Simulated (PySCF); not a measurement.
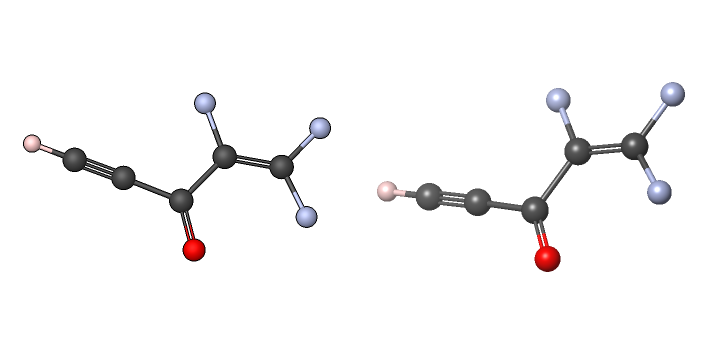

Both panels show the same species. Colours: carbon dark grey, oxygen red, fluorine light blue, hydrogen pink.

The geometry was computed by an optimisation with GFN2-xTB. No frequency run is at hand to confirm it as a minimum.

Question: Give the formula.

Answer: C5HF3O, 10 atoms: 5 carbon, 1 hydrogen, 3 fluorine and 1 oxygen.

Question: How many atoms are distinct by symmetry?

Answer: 10: 1 C, 1 C, 1 C, 1 O, 1 C, 1 F, 1 C, 1 F, 1 F, 1 H.

Question: Count the bonded pairs by element.

Answer: 4 C–C, 3 C–F, 1 C–O, 1 C–H.

More results for the same structure follow; atom numbers are the same in all pictures, views and colours differ.

Excitation

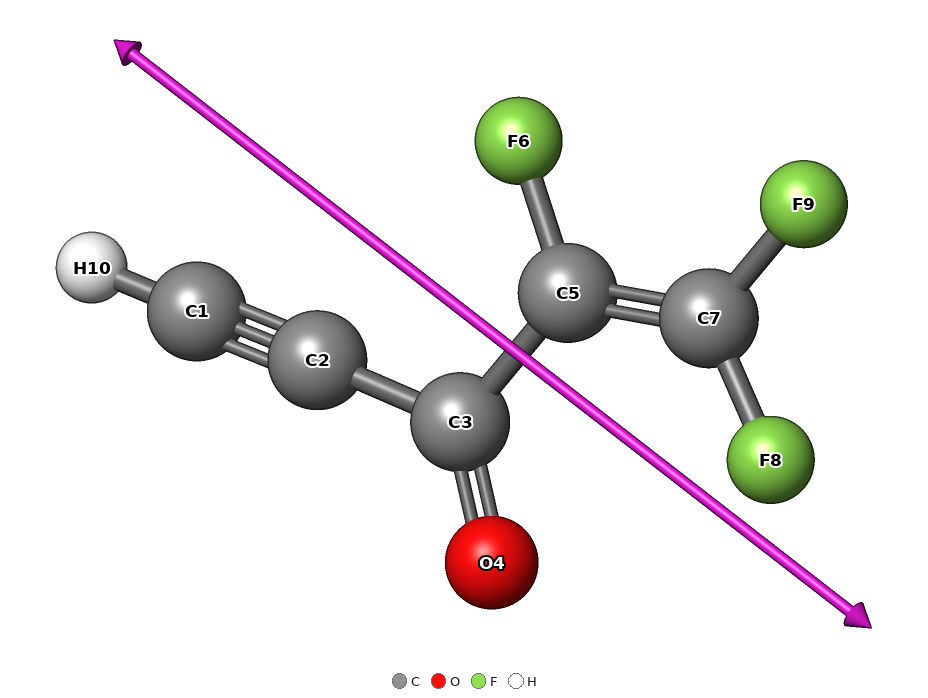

The double arrow shows the direction of the transition dipole to excited singlet state 4 (its length means nothing). No frequency run is at hand to confirm it as a minimum. Properties computed with TDDFT PBE0/def2-SVPD, vertical, gas phase, core orbitals frozen in the response (PySCF 2.14.0).

Question: How is the transition polarised?

Answer: In the molecular plane, at 44° to the long direction C1···F9.

Question: Where does the transition lie, and how strong is it?

Answer: 5.55 eV (223 nm), oscillator strength 0.092, mainly HOMO−2 → LUMO (weight 0.85); transition dipole 2.09 D.

Quadrupole coupling

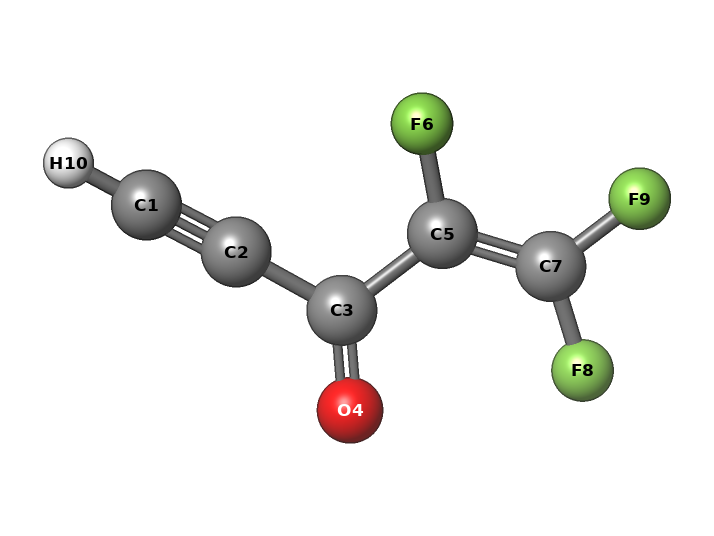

No frequency run is at hand to confirm it as a minimum. Electric field gradients from the ground-state density, PBE0/pcSseg-1 (PySCF 2.14.0), non-relativistic apart from any core potentials.

Give the largest field-gradient component, the quadrupole coupling constant and the asymmetry for 17O at O4 (Q = −25.6 mb), 2H at H10 (Q = 2.86 mb).

```
atom  V_zz (a.u.)  e²qQ/h (MHz)     η
  O4       −1.981         11.92  0.37
 H10        0.387         0.260  0.02
```

NMR shielding

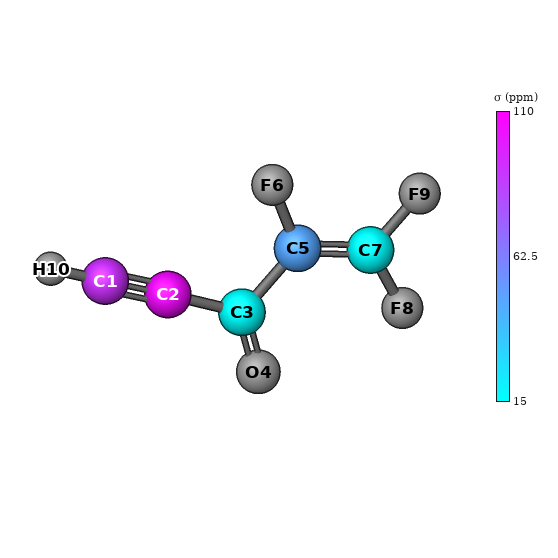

Atoms are coloured by their isotropic NMR shieldings (C only, the others grey). No frequency run is at hand to confirm it as a minimum. Level of theory: GIAO PBE0/pcSseg-1 NMR shielding, non-relativistic, gas phase (PySCF 2.14.0).

Question: Which C atom is the most shielded (lowest chemical shift)?

Answer: C2 (105.2 ppm).

Question: Which C atom is the least shielded (highest chemical shift)?

Answer: C3 (15.3 ppm).

Question: How wide is the range of C shifts?

Answer: 89.9 ppm.

List the isotropic NMR shieldings of the C atoms.

```tsv
atom	σ (ppm)
C1	91.3
C2	105.2
C3	15.3
C5	47.6
C7	15.7
```
